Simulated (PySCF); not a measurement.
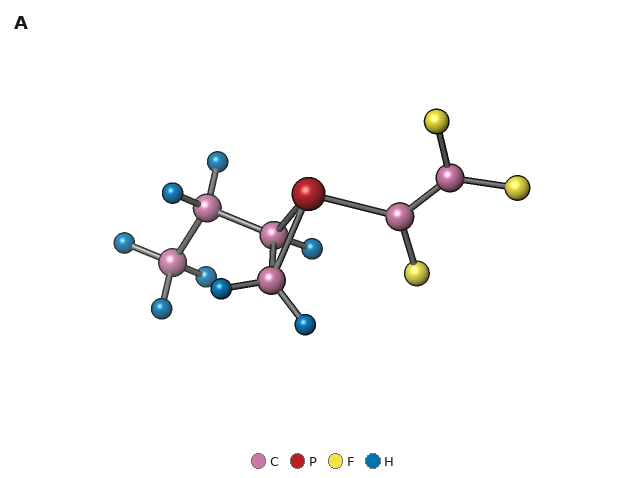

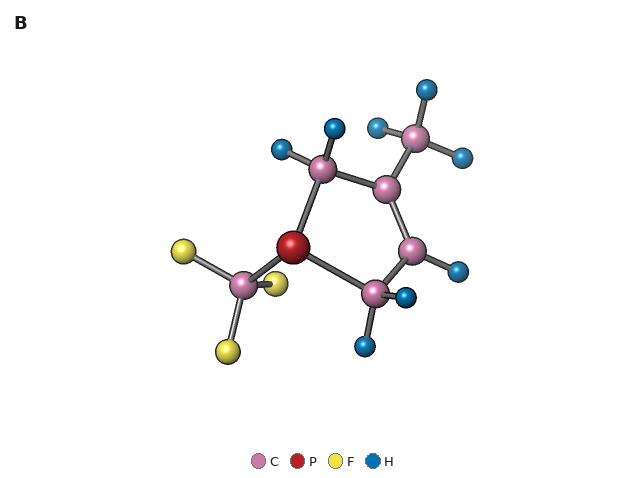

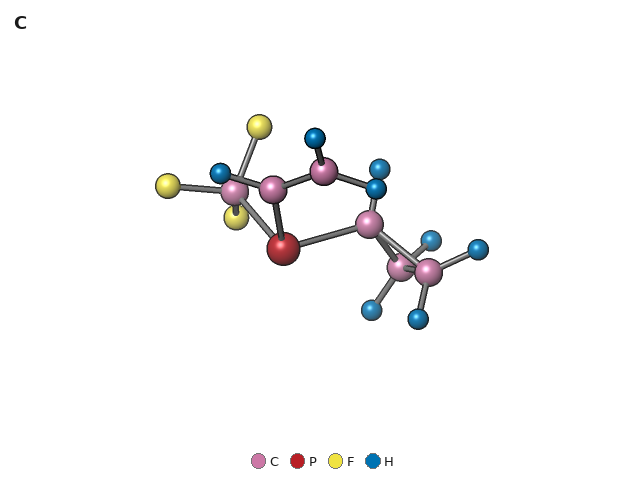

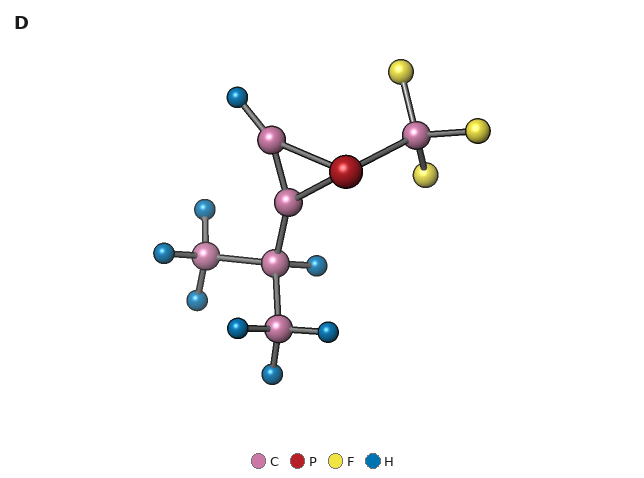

4 stationary structures of one formula. Geometries: GFN2-xTB. Electronic energies: PBE0/pcSseg-1 (PySCF 2.14.0), without zero-point energy. No frequency run is at hand to confirm each as a minimum. Each is one conformer, not always the lowest.

Are they conformers, stereoisomers or constitutional isomers?

They are constitutional isomers of C6H8F3P: A `CC[C@@H]1CP1C(F)=C(F)F`, B `CC1=CCP(C(F)(F)F)C1`, C `C=CP(C1CC1)C(F)(F)F`, D `CC(C)C1=CP1C(F)(F)F`.

Which structure is the most stable?

B is lowest; C lies 1.366 eV above it, D lies 1.499 eV above it, A lies 1.727 eV above it.

The geometry is semi-empirical. Around P such bond lengths and angles can be off by a tenth of an ångström or more and by several degrees, and values that hang on the shape move with them.
